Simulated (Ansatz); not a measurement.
The figure comes from a scan of BP (zinc blende): one P atom of a 2-atom cell moves by s along Cartesian x, with its periodic images. Computed with PBE (plane waves to 420 eV, PAW, scalar-relativistic; Ansatz, an electronic-structure program). k mesh 10×10×10 (Γ-centred), Fermi-Dirac smearing 0.05 eV. Energies are smeared free energies. As the smearing reaches across the gap at some points, energies and forces of such displacements shift with the k mesh and the smearing. BP was relaxed with its symmetry unable to fall. The zero of ΔE is the undisplaced structure.

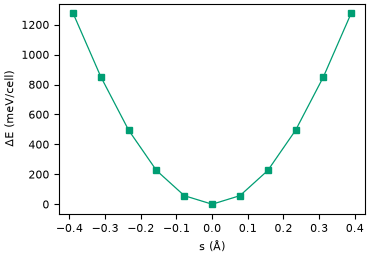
Figure: ΔE (meV/cell) against s (Å); one marker a computed point.

Question: Read the plotted values off the figure, to the accuracy that the plot allows.

Answer: To the nearest 20:

```csv
s (Å),ΔE (meV/cell)
-0.390,1280
-0.312,860
-0.234,500
-0.156,220
-0.078,60
0.000,0
0.078,60
0.156,220
0.234,500
0.312,860
0.390,1280
```

(For displaced atoms, the force is minus the slope of the energy, and its curvature is a force constant, which sets phonon frequencies.)
